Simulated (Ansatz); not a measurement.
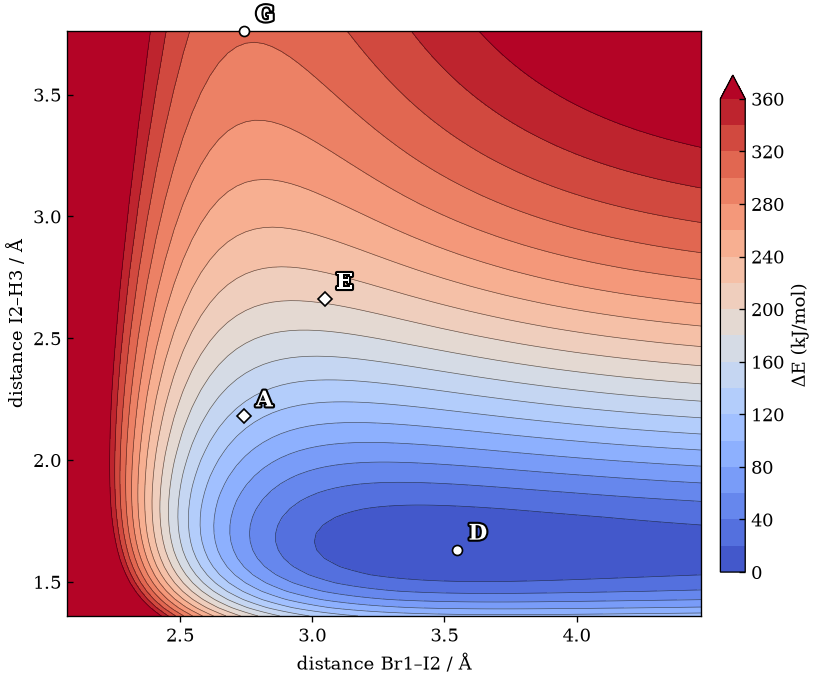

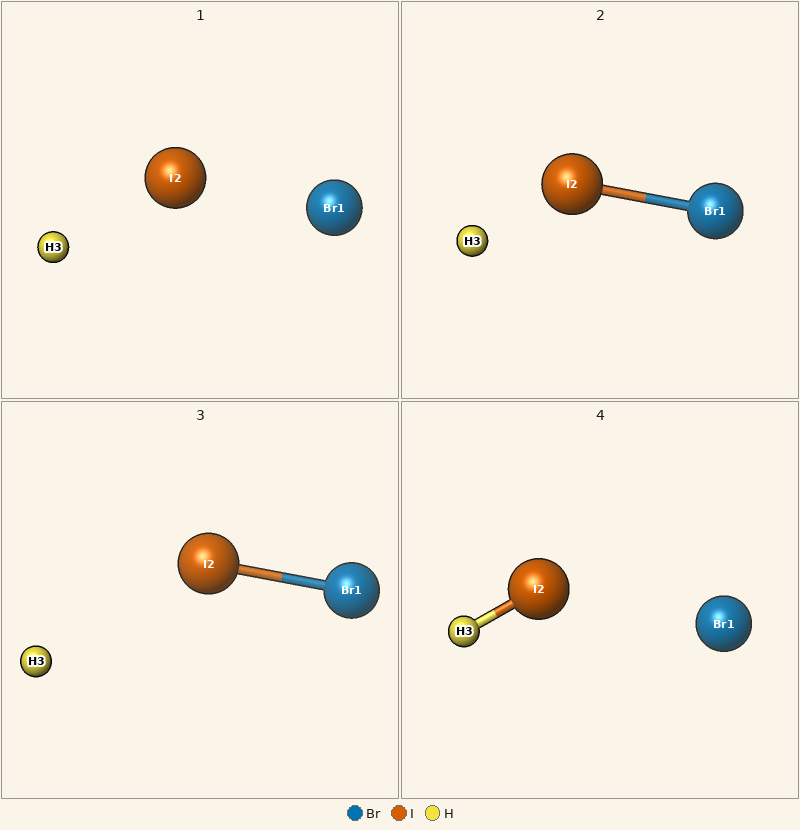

The system Br⁻ + IH. Coordinates scanned: (1) distance Br1–I2; (2) distance I2–H3. Nothing is relaxed (the angle Br1–I2–H3 is fixed at 140 degrees). The grid has 17 × 17 points. Points are written as (first, second). Energies: kJ/mol, counted from the lowest grid point. The reference is spin-restricted, so regions where a bond is pulled apart into radicals lie too high. Method: Ansatz 0.2.0, RKS PBE0-D4/def2-SVPD.

Drawn: filled contours, one colour for all values above the top of the scale, lettered points. Between grid points the surface is interpolated. The numbered pictures are the structures at these points, in random order.

Which structure belongs to which point?

Answer. A is structure 2: (2.743 Å, 2.179 Å), 130 kJ/mol; D is structure 4: (3.547 Å, 1.632 Å), 0 kJ/mol; E is structure 1: (3.047 Å, 2.663 Å), 203 kJ/mol; G is structure 3: (2.743 Å, 3.760 Å), 303 kJ/mol.
